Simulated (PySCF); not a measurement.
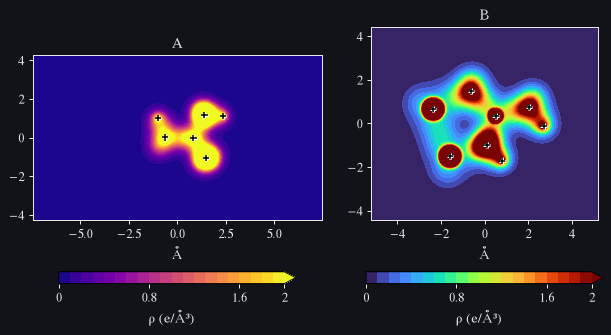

The electron density of 2 systems, each on a plane through atoms (crosses mark nuclei in the plane).

Computed with PySCF, B3LYP/def2-SVPD, SCF density, gas phase.

System 1: C2H10BNSi2 (SMILES CB1C[SiH2][SiH2]N1), the plane of atoms Si5, N6 and H16. Geometry: GFN2-xTB.

```yaml
atoms:
  - { symbol: C, position_ang: [-2.2981, -0.6805, -0.0442] }
  - { symbol: B, position_ang: [-0.7845, -0.1983, -0.0079] }
  - { symbol: C, position_ang: [0.3986, -1.1427, -0.5142] }
  - { symbol: Si, position_ang: [2.0818, -0.2660, -0.3050] }
  - { symbol: Si, position_ang: [1.2050, 1.6816, 0.5578] }
  - { symbol: N, position_ang: [-0.4378, 1.0714, 0.4716] }
  - { symbol: H, position_ang: [-2.5995, -0.9553, -1.0540] }
  - { symbol: H, position_ang: [-2.9986, 0.0733, 0.3119] }
  - { symbol: H, position_ang: [-2.4397, -1.5704, 0.5678] }
  - { symbol: H, position_ang: [0.2311, -1.4204, -1.5565] }
  - { symbol: H, position_ang: [0.3804, -2.0880, 0.0311] }
  - { symbol: H, position_ang: [2.9757, -1.0247, 0.5860] }
  - { symbol: H, position_ang: [2.7874, -0.1432, -1.5916] }
  - { symbol: H, position_ang: [1.4376, 2.0630, 1.9603] }
  - { symbol: H, position_ang: [1.2314, 2.9316, -0.2181] }
  - { symbol: H, position_ang: [-1.1782, 1.6775, 0.7936] }
```

System 2: C2H8O3SSi2, the plane of atoms C2, O3 and H9. Geometry: GFN2-xTB.

```xyz
16

O    -2.6061    1.0131   -0.6094
C    -2.3089   -0.0911   -0.2027
O    -3.1695   -0.8324    0.5055
C    -0.9738   -0.7006   -0.3358
Si    0.1723    0.4585    0.7026
O    -0.1051    1.9647    0.1812
Si    2.3939    0.2002    0.2003
S     3.0969   -1.5466    1.2560
H    -4.0126   -0.3651    0.6138
H    -0.9844   -1.7304    0.0037
H    -0.6545   -0.6544   -1.3746
H    -0.2608    0.2966    2.0988
H    -0.9785    2.1724   -0.1701
H     2.7560   -0.0362   -1.2041
H     3.2575    1.2849    0.6684
H     4.3701   -1.4245    0.9224
```

### Match each panel to its system.

Panel A is system 2, C2H8O3SSi2: the plane holds O, C and H. C–O (1.21 Å): ρ is about 3.3 e/Å³ halfway. Panel B is system 1, C2H10BNSi2: the plane holds C, B, Si, N and H. B–N (1.40 Å): ρ is about 1.9 e/Å³ halfway.
